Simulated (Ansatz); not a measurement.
**triplet SF2 at 6 levels**

Wanted: a comparison of 6 runs (UHF/def2-TZVP, UB3LYP/6-31G*, U-r2SCAN/def2-TZVP, U-r2SCAN0/def2-TZVP, UBHLYP/def2-TZVP, RPA@PBE/def2-TZVP) of triplet SF2. 

The calculation is run with Ansatz 0.2.0.

42 further runs of the same task are left out: 42 set aside as unsound or not needed.

**1. Starting point**

SF2 has 3 atoms, charge 0, and is taken as a triplet. SMILES of the parent species: `FSF`. The shape is that of a PBE0-D4/def2-TZVP optimisation. That shape belongs to the parent species and isn't relaxed for this state.

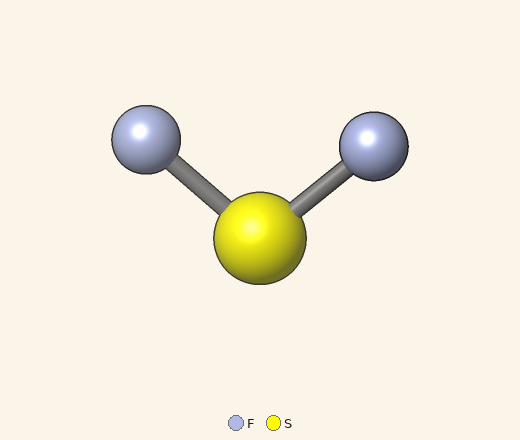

The structure, seen from a chosen angle (fluorine light blue, sulfur yellow).

**2. The energy at UHF/def2-TZVP (run 1)**

job.yaml

```yaml
crystal:
  periodic: [false, false, false]
  atoms:
    - {symbol: F, position_ang: [0.440140, 1.116450, 0.365400]}
    - {symbol: S, position_ang: [-0.601990, 0.126530, -0.315250]}
    - {symbol: F, position_ang: [0.161840, -1.242970, -0.050150]}
basis:
  gaussian:
    orbitals: def2-TZVP
magnetization:
  spin_polarized: true
  initial_magnetization: 2
hamiltonian:
  xc: hf
accuracy: high
output: {orbitals: {seedname: orbitals}}
```

Run with:

```sh
$ ansatz run job.yaml --threads 1 --pin off --max-ram 3480MiB --events-out events.jsonl --progress --plain --runs-dir runs
```

Log:

```text
Warning: RAYON_NUM_THREADS=1 ignored (pool sized by the plan → 1); use --threads N
Functional definition: HF
  name "HF"
  exchange = exact_x
  correlation = 0
1532 factors; integrals over basis functions are off by at most 3.3e-9 eV
mean field evaluation 1: about -16225.5982 eV, gradient 2.3e1 eV
mean field evaluation 2: about -16225.6129 eV, gradient 2.3e1 eV
mean field evaluation 4: about -16227.6486 eV, gradient 3.0e0 eV
mean field evaluation 8: about -16227.7313 eV, gradient 1.8e-1 eV
mean field evaluation 16: about -16227.7319 eV, gradient 2.6e-8 eV
mean field evaluation 32: about -16226.8819 eV, gradient 8.9e-1 eV
mean field -16227.73191281 eV, -596.3581482439 hartree, gradient 2.5e-8 eV, S^2 2.030828; 0 other end points of the search recorded, 0 dependent functions left out
reference -16227.73191281 eV, -596.3581482439 hartree; 18, 16 occupied and 81, 83 virtual orbitals, 1532 factors
Total energy: -16227.73191281 eV, -596.3581482439 hartree
```

Run time: 4.5 s. Hardware: 1 thread of Arm Neoverse V1, shared host; peak memory 0.26 GiB.

**3. A single-point energy at UB3LYP/6-31G(d) (spherical functions) (run 2)**

molecule.yaml

```yaml
crystal:
  periodic: [false, false, false]
  atoms:
    - {symbol: F, position_ang: [0.440140, 1.116450, 0.365400]}
    - {symbol: S, position_ang: [-0.601990, 0.126530, -0.315250]}
    - {symbol: F, position_ang: [0.161840, -1.242970, -0.050150]}
basis:
  gaussian:
    orbitals: 6-31G_st_-spherical.json
magnetization:
  spin_polarized: true
  initial_magnetization: 2
hamiltonian:
  xc: {name: B3LYP}
output: {orbitals: {seedname: orbitals}}
accuracy: high
```

The basis set 6-31G* is read from a file made from the Basis Set Exchange's data (not shown).

Run with:

```sh
$ ansatz run molecule.yaml --threads 1 --pin off --max-ram 3480MiB --events-out events.jsonl --progress --plain --runs-dir runs
```

Log:

```text
Warning: RAYON_NUM_THREADS=1 ignored (pool sized by the plan → 1); use --threads N
Functional definition: B3LYP
  name "B3LYP"
  parameter a0 = 0.2
  parameter ax = 0.72
  parameter ac = 0.81
  exchange = (1 - a0 - ax)*slater_x + ax*b88_x + a0*exact_x
  correlation = (1 - ac)*vwn_rpa_c + ac*lyp_c
887 factors; integrals over basis functions are off by at most 3.0e-9 eV
mean field evaluation 1: about -16262.0599 eV, gradient 2.4e1 eV
mean field evaluation 2: about -16258.4733 eV, gradient 4.1e1 eV
mean field evaluation 4: about -16263.8019 eV, gradient 3.4e-1 eV
mean field evaluation 8: about -16263.9609 eV, gradient 6.9e-2 eV
mean field evaluation 16: about -16263.9609 eV, gradient 8.6e-6 eV
mean field -16263.96092255 eV, -597.6895397949 hartree, gradient 7.0e-8 eV, S^2 2.003847; 1 other end points of the search recorded, 0 dependent functions left out
reference -16263.96094725 eV, -597.6895407029 hartree; 18, 16 occupied and 28, 30 virtual orbitals, 887 factors
Total energy: -16263.96094725 eV, -597.6895407029 hartree
```

Run time: 4.5 s. Hardware: 1 thread of Arm Neoverse V1, shared host; peak memory 0.16 GiB.

Runs 3 to 5 aren't shown in full; the table further down has their settings and results.

**4. The energy at RPA@PBE/def2-TZVP (run 6)**

input.yaml

```yaml
crystal:
  periodic: [false, false, false]
  atoms:
    - symbol: F
      position_ang: [0.440140, 1.116450, 0.365400]
    - symbol: S
      position_ang: [-0.601990, 0.126530, -0.315250]
    - symbol: F
      position_ang: [0.161840, -1.242970, -0.050150]
basis:
  gaussian:
    orbitals: def2-TZVP
magnetization:
  spin_polarized: true
  initial_magnetization: 2
hamiltonian:
  xc: pbe
correlation:
  method: rpa
  frozen_orbitals: {F: 1, S: 5}
accuracy: high
```

Run with:

```sh
$ ansatz run input.yaml --threads 1 --pin off --max-ram 3480MiB --events-out events.jsonl --progress --plain --runs-dir runs
```

Log, shortened:

```text
Warning: RAYON_NUM_THREADS=1 ignored (pool sized by the plan → 1); use --threads N
Functional definition: PBE
  name "PBE"
[...]
1532 factors; integrals over basis functions are off by at most 3.3e-9 eV
[...]
mean field -16258.55667846 eV, -597.4909374878 hartree, gradient 1.8e-8 eV, S^2 2.002751; 4 other end points of the search recorded, 0 dependent functions left out
7 core orbitals not correlated: weight in the atoms' cores, before any rotation towards them, 1.000 or more for the frozen orbitals, at most 0.000 for the correlated occupied ones
reference -16226.26851215 eV, -596.3043692617 hartree; 11, 9 occupied and 81, 83 virtual orbitals, 1532 factors
Total energy: -16254.07055164 eV, -597.3260753681 hartree
```

Run time: 18 s. Hardware: 1 thread of Arm Neoverse V1, shared host; peak memory 0.33 GiB.

**5. The series**

```
run                                level  frozen core orbitals  energy (Eh)  HOMO energy (eV)   ⟨S²⟩  wall time
  1                        UHF/def2-TZVP                     –  -596.358148             -8.18  2.031      4.5 s
  2  UB3LYP/6-31G* (spherical functions)                     –  -597.689541             -3.87  2.004      4.5 s
  3                   U-r2SCAN/def2-TZVP                     –  -597.731854             -3.63  2.008       22 s
  4                  U-r2SCAN0/def2-TZVP                     –  -597.693111             -4.95  2.012       17 s
  5                     UBHLYP/def2-TZVP                     –  -597.751570             -5.94  2.011      9.3 s
  6                    RPA@PBE/def2-TZVP                     7  -597.326075                 –  2.003       18 s
```

**6. Outcome**

| quantity | value |
| --- | --- |
| run 6: total energy | -597.32608 Eh |
| run 6: RPA correlation energy (valence) | -1021.7 mEh |
| run 6: ⟨S²⟩ of the reference determinant | 2.003 |

**Reading.** Totals of different functionals can't be ranked against each other. All runs together took 74 s, the longest 22 s.
